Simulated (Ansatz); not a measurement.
**C₃H₉FTi: single-point calculation**

- system: C₃H₉FTi, SMILES [CH3][Ti]([CH3])([CH3])[F]
- method: RHF-MP2, frozen core/def2-QZVPP (Ansatz 0.2.0)

The geometry comes from this level: PBE0-D4/def2-TZVP.

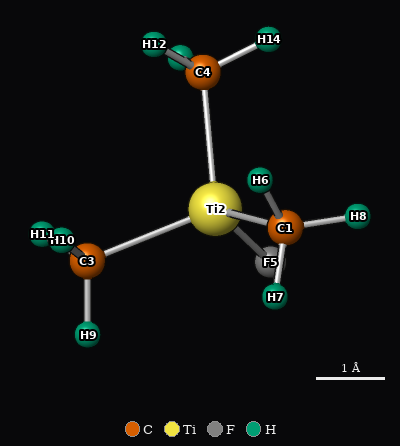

Fig. 1: The structure as given in the input (ball-and-stick view, seen at a tilt; atoms are numbered from 1 in the order of the input). Sticks mark near contacts. Bond lengths as drawn: C–H 1.09 to 1.10 Å, C–Ti 2.06 Å and F–Ti 1.76 Å.

**Input file**
```yaml
crystal:
  periodic: [false, false, false]
  atoms:
    - {symbol: C, position_ang: [-1.584972, 1.088356, -0.028030]}
    - {symbol: Ti, position_ang: [0.306815, 0.357022, -0.370151]}
    - {symbol: C, position_ang: [1.252000, 0.188339, 1.448905]}
    - {symbol: C, position_ang: [0.113797, -1.535298, -1.152956]}
    - {symbol: F, position_ang: [1.207451, 1.407199, -1.460133]}
    - {symbol: H, position_ang: [-2.201292, 0.301829, 0.422147]}
    - {symbol: H, position_ang: [-1.533267, 1.936249, 0.664254]}
    - {symbol: H, position_ang: [-2.054260, 1.421092, -0.959247]}
    - {symbol: H, position_ang: [1.590216, 1.164685, 1.810044]}
    - {symbol: H, position_ang: [0.557405, -0.242207, 2.179132]}
    - {symbol: H, position_ang: [2.120132, -0.473535, 1.354189]}
    - {symbol: H, position_ang: [-0.209959, -2.222583, -0.363185]}
    - {symbol: H, position_ang: [1.062802, -1.889317, -1.567746]}
    - {symbol: H, position_ang: [-0.639769, -1.531030, -1.948420]}
basis:
  gaussian: {orbitals: "def2-QZVPP.json"}
correlation: {method: mp2}
```

Launched with:
```bash
ansatz run in.yaml --threads 8 --pin off --events-out ev --progress --plain --max-ram 18278MiB
```

**Log**
```
Functional definition: HF
  name "HF"
  cite "Fock, Z. Phys. 61, 126 (1930) doi:10.1007/BF01340294"
  parent pbe
  exchange = exact_x
  correlation = 0
3563 factors; integrals over basis functions are off by at most 7.4e-4 eV
mean field evaluation 1: about -29020.5211 eV, gradient 6.6e1 eV
mean field evaluation 2: about -29020.6208 eV, gradient 6.6e1 eV
mean field evaluation 4: about -29030.0132 eV, gradient 8.7e0 eV
mean field evaluation 8: about -29030.2876 eV, gradient 7.7e-1 eV
mean field evaluation 16: about -29030.2908 eV, gradient 3.1e-6 eV
mean field -29030.29078548 eV, -1066.8435089287 hartree, gradient 3.1e-6 eV, S^2 0.000000; 0 other end points of the search recorded, 0 dependent functions left out
9 core orbitals not correlated: weight in the atoms' cores, before any rotation towards them, 1.000 or more for the frozen orbitals, at most 0.000 for the correlated occupied ones
reference -29030.29078548 eV, -1066.8435089287 hartree; 20, 20 occupied and 562, 562 virtual orbitals, 3563 factors
second order -35.99846608 eV of doubles, -0.00000000 eV of singles
Total energy: -29066.28925156 eV, -1068.1664281565 hartree
```

**Results in brief**

- outcome: converged
- total energy: −29066.2893 eV
- mean-field energy: −29030.2908 eV
- SCF solution under orbital rotations: stable
- hardware: 8 threads of Arm Neoverse V1, 23 GiB of memory available, shared host
- wall time: 26 s (CPU time 3.2 min)
- peak memory: 5 GiB
